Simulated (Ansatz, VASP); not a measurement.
# Ba2H3NO6 in two plane-wave programs

Aim: how closely do two programs agree when they are given the same cell, functional and k mesh?

Program: Ansatz 0.2.0. Level of theory: plane waves, with VASP 6.6.1 beside it; single point at PBE. Results are calculated unless marked as measured.

## Step 1: The starting structure

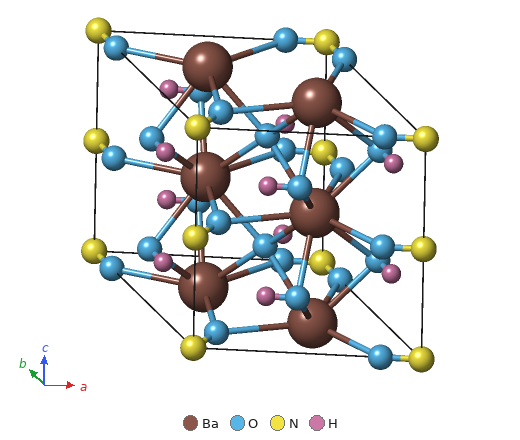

Start, viewed slightly off an axis; barium brown, oxygen blue, nitrogen yellow, hydrogen pink. Some periodic images of atoms are drawn too.

## Step 2: VASP: single point, PBE

A single point gives forces, pressure and levels at one fixed geometry, so differences don't come from the geometry; what else differs is listed under the comparison.

Lines of VASP's logs that name or quote its potential files are left out, and so is its time.

File INCAR:

```
SYSTEM = Ba2H3NO6
PREC = Normal
ENCUT = 400
EDIFF = 1E-05
NELM = 120
ISMEAR = 0
SIGMA = 0.05
LREAL = Auto
ALGO = Fast
GGA = PE
NBANDS = 88
LORBIT = 11
LWAVE = .FALSE.
LCHARG = .FALSE.
NCORE = 4
```

File POSCAR:

```
Ba2H3NO6
1.0
    7.0720693552      0.0000000000      0.0000000000
   -3.5360346776      6.1245917190      0.0000000000
    0.0000000000      0.0000000000      7.6799165504
Ba O N H
4 12 2 6
Direct
    0.6666666667      0.3333333333      0.0000000000
    0.6666666667      0.3333333333      0.5000000000
    0.3333333333      0.6666666667      0.0000000000
    0.3333333333      0.6666666667      0.5000000000
    0.0000000000      0.4518617440      0.2500000000
    0.0000000000      0.4518617440      0.7500000000
    0.5481382560      0.5481382560      0.2500000000
    0.5481382560      0.5481382560      0.7500000000
    0.4518617440      0.0000000000      0.2500000000
    0.4518617440      0.0000000000      0.7500000000
    0.8205211142      0.0000000000      0.0000000000
    0.8205211142      0.0000000000      0.5000000000
    0.0000000000      0.8205211142      0.0000000000
    0.0000000000      0.8205211142      0.5000000000
    0.1794788858      0.1794788858      0.0000000000
    0.1794788858      0.1794788858      0.5000000000
    0.0000000000      0.0000000000      0.0000000000
    0.0000000000      0.0000000000      0.5000000000
    0.0000000000      0.3137930478      0.2500000000
    0.0000000000      0.3137930478      0.7500000000
    0.6862069522      0.6862069522      0.2500000000
    0.6862069522      0.6862069522      0.7500000000
    0.3137930478      0.0000000000      0.2500000000
    0.3137930478      0.0000000000      0.7500000000
```

File KPOINTS:

```
Automatic mesh
0
Gamma
2 2 2
0 0 0
```

The projector-augmented-wave data sets are Ba_sv, O, N and H (PBE family, release 64).

Run with:

```
$ mpirun -np 4 vasp_std
```

Numbers of over 12 decimals in the logs are rounded to 6 here.

What it wrote:

```text
[banner, memory and clock lines left out]
running    4 mpi-ranks, on    1 nodes
 distrk:  each k-point on    4 cores,    1 groups
 distr:  one band on    4 cores,    1 groups

 POSCAR found type information on POSCAR BaO N H
 POSCAR found :  4 types and      24 ions
 LDA part: xc-table for (Slater+PW92), standard interpolation
 POSCAR, INCAR and KPOINTS ok, starting setup
 FFT: planning ... GRIDC
 FFT: planning ... GRID_SOFT
 FFT: planning ... GRID
 WAVECAR not read
 entering main loop
       N       E                     dE             d eps       ncg     rms          rms(c)
DAV:   1     0.760660677585E+03    0.76066E+03   -0.55634E+04   704   0.109E+03
DAV:   2    -0.932605492325E+02   -0.85392E+03   -0.81792E+03   920   0.280E+02
DAV:   3    -0.157575349284E+03   -0.64315E+02   -0.63798E+02   888   0.804E+01
DAV:   4    -0.159761485446E+03   -0.21861E+01   -0.21822E+01  1080   0.120E+01
DAV:   5    -0.159805116351E+03   -0.43631E-01   -0.43624E-01   904   0.159E+00    0.267E+01
RMM:   6    -0.141528789550E+03    0.18276E+02   -0.69188E+01   772   0.215E+01    0.108E+01
RMM:   7    -0.141489964971E+03    0.38825E-01   -0.65450E+00   885   0.663E+00    0.719E+00
RMM:   8    -0.141164904376E+03    0.32506E+00   -0.17562E+00   867   0.459E+00    0.163E+00
RMM:   9    -0.141140851431E+03    0.24053E-01   -0.53424E-01   952   0.167E+00    0.687E-01
RMM:  10    -0.141150188798E+03   -0.93374E-02   -0.11834E-01   983   0.863E-01    0.249E-01
RMM:  11    -0.141153260738E+03   -0.30719E-02   -0.35602E-02  1023   0.425E-01    0.171E-01
RMM:  12    -0.141153763307E+03   -0.50257E-03   -0.10324E-02  1053   0.202E-01    0.675E-02
RMM:  13    -0.141154162897E+03   -0.39959E-03   -0.39332E-03  1053   0.113E-01    0.488E-02
RMM:  14    -0.141154263180E+03   -0.10028E-03   -0.16263E-03  1015   0.723E-02    0.213E-02
RMM:  15    -0.141154339701E+03   -0.76520E-04   -0.82205E-04   920   0.397E-02    0.120E-02
RMM:  16    -0.141154371138E+03   -0.31438E-04   -0.29061E-04   808   0.236E-02    0.109E-02
RMM:  17    -0.141154385815E+03   -0.14676E-04   -0.15856E-04   772   0.163E-02    0.756E-03
RMM:  18    -0.141154392978E+03   -0.71632E-05   -0.68832E-05   740   0.108E-02
   1 F= -.14115439E+03 E0= -.14115439E+03  d E =-.134391E-11
```

OUTCAR, selected parts (step 2):

```text
ion  position               nearest neighbor table
   1  0.667  0.333  0.000-   5 2.82   6 2.82   9 2.82  10 2.82   7 2.82   8 2.82  11 3.05  13 3.05
                            15 3.05   2 3.84   2 3.84   3 4.08   3 4.08   3 4.08
   2  0.667  0.333  0.500-   5 2.82   6 2.82   9 2.82  10 2.82   7 2.82   8 2.82  12 3.05  14 3.05
                            16 3.05   1 3.84   1 3.84   4 4.08   4 4.08   4 4.08
   3  0.333  0.667  0.000-   9 2.82  10 2.82   5 2.82   6 2.82   7 2.82   8 2.82  13 3.05  11 3.05
                            15 3.05   4 3.84   4 3.84   1 4.08   1 4.08   1 4.08
   4  0.333  0.667  0.500-   9 2.82  10 2.82   5 2.82   6 2.82   7 2.82   8 2.82  14 3.05  12 3.05
                            16 3.05   3 3.84   3 3.84   2 4.08   2 4.08   2 4.08
   5  0.000  0.452  0.250-  19 0.98   2 2.82   1 2.82   4 2.82   3 2.82
   6  0.000  0.452  0.750-  20 0.98   2 2.82   1 2.82   4 2.82   3 2.82
   7  0.548  0.548  0.250-  21 0.98   4 2.82   3 2.82   2 2.82   1 2.82
   8  0.548  0.548  0.750-  22 0.98   4 2.82   3 2.82   2 2.82   1 2.82
   9  0.452  0.000  0.250-  23 0.98   4 2.82   3 2.82   2 2.82   1 2.82
  10  0.452  0.000  0.750-  24 0.98   4 2.82   3 2.82   2 2.82   1 2.82
  11  0.821  0.000  0.000-  17 1.27   1 3.05   3 3.05
  12  0.821  0.000  0.500-  18 1.27   2 3.05   4 3.05
  13  0.000  0.821  0.000-  17 1.27   3 3.05   1 3.05
  14  0.000  0.821  0.500-  18 1.27   4 3.05   2 3.05
  15  0.179  0.179  0.000-  17 1.27   1 3.05   3 3.05
  16  0.179  0.179  0.500-  18 1.27   2 3.05   4 3.05
  17  0.000  0.000  0.000-  11 1.27  13 1.27  15 1.27
  18  0.000  0.000  0.500-  12 1.27  14 1.27  16 1.27
  19  0.000  0.314  0.250-   5 0.98
  20  0.000  0.314  0.750-   6 0.98
  21  0.686  0.686  0.250-   7 0.98
  22  0.686  0.686  0.750-   8 0.98
  23  0.314  0.000  0.250-   9 0.98
  24  0.314  0.000  0.750-  10 0.98

  LATTYP: Found a hexagonal cell.
 ALAT       =     7.0720693552
 C/A-ratio  =     1.0859504007

 Subroutine GETGRP returns: Found 12 space group operations
 (whereof 12 operations were pure point group operations)

The static configuration has the point symmetry D_3h.

 Found      4 irreducible k-points:

   k-points           NKPTS =      4   k-points in BZ     NKDIM =      4   number of bands    NBANDS=     88

   dimension x,y,z NGX =    36 NGY =   36 NGZ =   40
   dimension x,y,z NGXF=    72 NGYF=   72 NGZF=   80

   ENCUT  =  400.0 eV  29.40 Ry    5.42 a.u.  11.53 11.53 12.52*2*pi/ulx,y,z

   NELECT =     128.0000    total number of electrons

 k-points in reciprocal lattice and weights: Automatic mesh
   0.00000000  0.00000000  0.00000000       0.125
   0.50000000  0.00000000  0.00000000       0.375
   0.00000000  0.00000000  0.50000000       0.125
   0.50000000  0.00000000  0.50000000       0.375

 average (electrostatic) potential at core
       1 -37.0454       2 -37.0454       3 -37.0454       4 -37.0454       5 -73.0689
       6 -73.0689       7 -73.0689       8 -73.0689       9 -73.0689      10 -73.0689
      11 -75.6652      12 -75.6652      13 -75.6652      14 -75.6652      15 -75.6652
      16 -75.6652      17 -74.4193      18 -74.4193      19 -37.7462      20 -37.7462
      21 -37.7459      22 -37.7459      23 -37.7462      24 -37.7462

 E-fermi :   0.0616

 k-point     1 :       0.0000    0.0000    0.0000
  band No.  band energies     occupation
    ...
     60      -0.6111      2.00000
     61      -0.2951      2.00000
     62      -0.2949      2.00000
     63      -0.1779      2.00000
     64      -0.1731      2.00000
     65       2.6782      0.00000
     66       3.1379      0.00000
     67       4.3699      0.00000
     68       4.8057      0.00000
     69       6.4329      0.00000
    ...

 k-point     2 :       0.5000    0.0000    0.0000
  band No.  band energies     occupation
    ...
     60      -0.6531      2.00000
     61      -0.5622      2.00000
     62      -0.4259      2.00000
     63      -0.3758      2.00000
     64      -0.2584      2.00000
     65       2.7703      0.00000
     66       3.0788      0.00000
     67       5.3644      0.00000
     68       5.5169      0.00000
     69       5.7963      0.00000
    ...

 k-point     3 :       0.0000    0.0000    0.5000
  band No.  band energies     occupation
    ...
     60      -0.6223      2.00000
     61      -0.6135      2.00000
     62      -0.6135      2.00000
     63      -0.6133      2.00000
     64      -0.6133      2.00000
     65       2.8519      0.00000
     66       2.8519      0.00000
     67       5.4128      0.00000
     68       5.4128      0.00000
     69       6.1973      0.00000
    ...

  Total       -7.9772534     -7.9772534     -8.6513616      0.0000000      0.0000000      0.0000000
  in kB      -38.4223406    -38.4223406    -41.6691740      0.0000000      0.0000000      0.0000000
  external PRESSURE =     -39.5046184 kB  Pullay stress =       0.0000000 kB

  energy-cutoff  :      400.00
  volume of cell :      332.64
      direct lattice vectors                 reciprocal lattice vectors
     7.072069355  0.000000000  0.000000000     0.141401328  0.081638095  0.000000000
    -3.536034678  6.124591719  0.000000000     0.000000000  0.163276190  0.000000000
     0.000000000  0.000000000  7.679916550     0.000000000  0.000000000  0.130209748

 POSITION                                       TOTAL-FORCE (eV/Angst)
 -----------------------------------------------------------------------------------
      3.53603      2.04153      0.00000         0.000000     -0.000000     -0.000000
      3.53603      2.04153      3.83996         0.000000     -0.000000     -0.000000
     -0.00000      4.08306      0.00000         0.000000     -0.000000     -0.000000
     -0.00000      4.08306      3.83996         0.000000     -0.000000     -0.000000
     -1.59780      2.76747      1.91998        -0.009648      0.016711     -0.000000
     -1.59780      2.76747      5.75994        -0.009648      0.016711     -0.000000
      1.93824      3.35712      1.91998        -0.009648     -0.016711      0.000000
      1.93824      3.35712      5.75994        -0.009648     -0.016711      0.000000
      3.19560      0.00000      1.91998         0.019296     -0.000000     -0.000000
      3.19560      0.00000      5.75994         0.019296     -0.000000     -0.000000
      5.80278      0.00000      0.00000        -0.058613     -0.000000     -0.000000
      5.80278      0.00000      3.83996        -0.058613     -0.000000     -0.000000
     -2.90139      5.02536      0.00000         0.029306     -0.050760      0.000000
     -2.90139      5.02536      3.83996         0.029306     -0.050760      0.000000
      0.63464      1.09923      0.00000         0.029306      0.050760     -0.000000
      0.63464      1.09923      3.83996         0.029306      0.050760     -0.000000
      0.00000      0.00000      0.00000         0.000000     -0.000000     -0.000000
      0.00000      0.00000      3.83996         0.000000     -0.000000     -0.000000
     -1.10958      1.92185      1.91998         0.022694     -0.039307     -0.000000
     -1.10958      1.92185      5.75994         0.022694     -0.039307     -0.000000
      2.42645      4.20274      1.91998         0.022694      0.039307     -0.000000
      2.42645      4.20274      5.75994         0.022694      0.039307     -0.000000
      2.21917      0.00000      1.91998        -0.045388     -0.000000     -0.000000
      2.21917      0.00000      5.75994        -0.045388     -0.000000     -0.000000
 -----------------------------------------------------------------------------------
    total drift:                                0.000369      0.000639     -0.000028

  FREE ENERGIE OF THE ION-ELECTRON SYSTEM (eV)
  ---------------------------------------------------
  free  energy   TOTEN  =      -141.1543929780 eV

  energy  without entropy=     -141.1543929780  energy(sigma->0) =     -141.15439298

 total charge
# of ion       s       p       d       tot
------------------------------------------
    1        2.001   5.636   0.241   7.878
    2        2.001   5.636   0.241   7.878
    3        2.001   5.636   0.241   7.878
    4        2.001   5.636   0.241   7.878
    5        1.585   3.536   0.000   5.120
    6        1.585   3.536   0.000   5.120
    7        1.585   3.536   0.000   5.120
    8        1.585   3.536   0.000   5.120
    9        1.585   3.536   0.000   5.120
   10        1.585   3.536   0.000   5.120
   11        1.612   3.496   0.000   5.108
   12        1.612   3.496   0.000   5.108
   13        1.612   3.496   0.000   5.108
   14        1.612   3.496   0.000   5.108
   15        1.612   3.496   0.000   5.108
   16        1.612   3.496   0.000   5.108
   17        1.224   2.547   0.000   3.771
   18        1.224   2.547   0.000   3.771
   19        0.630   0.115   0.000   0.745
   20        0.630   0.115   0.000   0.745
   21        0.630   0.115   0.000   0.745
   22        0.630   0.115   0.000   0.745
   23        0.630   0.115   0.000   0.745
   24        0.630   0.115   0.000   0.745
--------------------------------------------------
tot         33.412  70.520   0.964 104.896

[... 1 further part left out ...]
```

The run ends at a pressure of -3.95 GPa, with forces up to 0.059 eV/Å.

(Part 1 of 2 ends here.)

[Lines on the potential files, build, host, timing and source positions are cut from VASP's logs without a mark.]

[Logs are printed without paths, hosts, clocks, repeated set-up lines and the standing remarks that a program may print on its own settings, such as how far it seeks lower states.]

[Hosts, paths, dates, database ids (printed as entryN), source tags and the programs' standing remarks are cut or masked in the printed files.]
